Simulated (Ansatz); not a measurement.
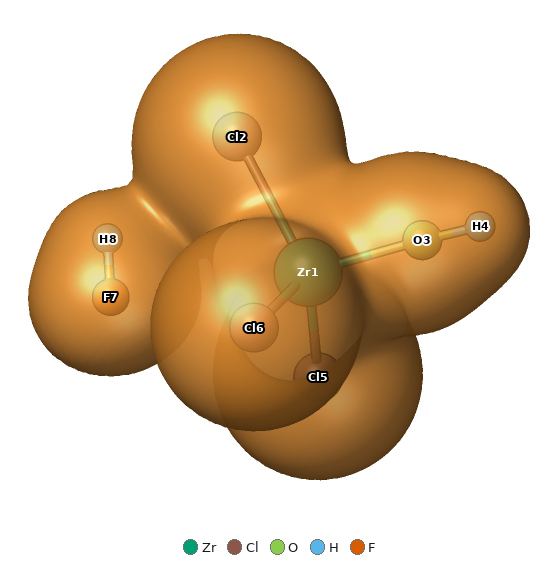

Figure 1: Cl3HOZr···HF. Isosurface of the electron density at 0.05 e/Å³ (orange), seen at a tilt.

Core potentials replace the inner electrons of Zr; not at a stationary point (largest force 1.2 eV/Å).

These are results of RKS B3LYP-D4/def2-SVP (Ansatz 0.2.0), not measurements.

```yaml
atoms:
  - { symbol: Zr, position_ang: [0.0835, -0.1317, -0.0553] }
  - { symbol: Cl, position_ang: [0.1973, -0.1030, 2.4278] }
  - { symbol: O, position_ang: [1.8689, -0.3063, -0.6124] }
  - { symbol: H, position_ang: [2.7554, -0.4630, -0.9510] }
  - { symbol: Cl, position_ang: [-0.6790, 1.8824, -0.9967] }
  - { symbol: Cl, position_ang: [-1.0124, -2.0166, -0.9305] }
  - { symbol: F, position_ang: [-2.7630, 0.1088, 1.3179] }
  - { symbol: H, position_ang: [-2.3470, 0.0772, 2.1469] }
```

Which contacts does the surface bridge?

At this value the surface is in one piece. It bridges the sampled Zr–O (1.88 Å), Zr–Cl (2.35 Å) and F–H (0.93 Å) contacts, where the density stays above the isovalue. It is pinched off along the sampled Zr···F (3.17 Å) contacts. On the grid the lowest density along these lines, outside the cores, is 0.04 e/Å³ (Zr···F, 3.17 Å), 0.95 e/Å³ (Zr–O, 1.88 Å), 0.57 e/Å³ (Zr–Cl, 2.35 Å) and 2.3 e/Å³ (F–H, 0.93 Å).
